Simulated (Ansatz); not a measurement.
# GaSb under a change: H interstitial (started 2.50 Å from the nearest host atom), symmetric start

Base system: a 16-atom supercell of GaSb in the zinc blende structure (space group F-43m, No. 216; a = 6.132 Å) at its relaxed geometry.

One thing is altered: one H atom is added in an open site, starting 2.50 Å from the nearest host atom, atoms relaxed at fixed cell.

All numbers come from Ansatz (a first-principles code), r2SCAN, PAW, cutoff 500 eV, scalar-relativistic without spin-orbit coupling. Settings: 5×5×5 k-points, 0.01 eV Fermi–Dirac smearing.

The pressure goes from zero to 0.2 GPa and the largest displacement of a host atom from its site in the perfect cell comes out as 0.04 Å.

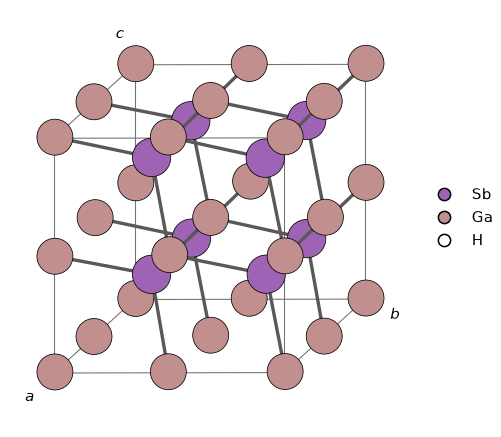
Figure: The relaxed cell after the change

The magnetic state is the one reached from the starting moments; the real material's order can differ, and small cells can't hold many antiferromagnetic ones. In so small a cell the defect repeats every few ångströms: this is an ordered compound, not a dilute defect. The defect started on the symmetric site and kept its symmetry, so it may sit on a saddle. The defect cell is spin-polarised and ends with 1.0 μB.
